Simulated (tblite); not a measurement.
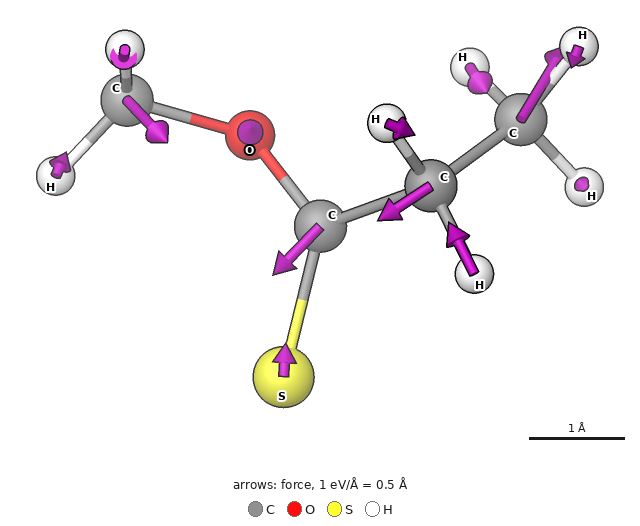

Starting geometry of C4H7OS (multiplicity 2) with the computed forces as purple arrows. A ball-and-stick model, seen face on.

Computed with tblite, GFN2-xTB geometry optimisation, gas phase. 

**Is this structure relaxed? If not, where do the atoms go?**

It isn't relaxed: the largest force vector, on a C atom, is 2.30 eV/Å. The final displacements follow the starting forces only in part (cosine between the two patterns 0.30). The atom that moves furthest after the best rigid fit is an H atom (1.05 Å). Largest moves by element: H 1.05 Å, O 1.02 Å, C 0.36 Å, S 0.28 Å. Near-neighbour distances that change, for instance: C–O 1.398 → 1.309 Å, C–H 1.128 → 1.072 Å, C–O 1.386 → 1.330 Å, C–C 1.490 → 1.532 Å. Bond angles that change, for instance: H–C–H 113.7° → 123.5°, O–C–C 119.9° → 113.3°, O–C–H 114.7° → 121.0°. Groups turn about C–O by about 75°, C–C by about 25°, C–C by about 25°. Over 71 geometry steps the energy falls by 33.4 kcal/mol.
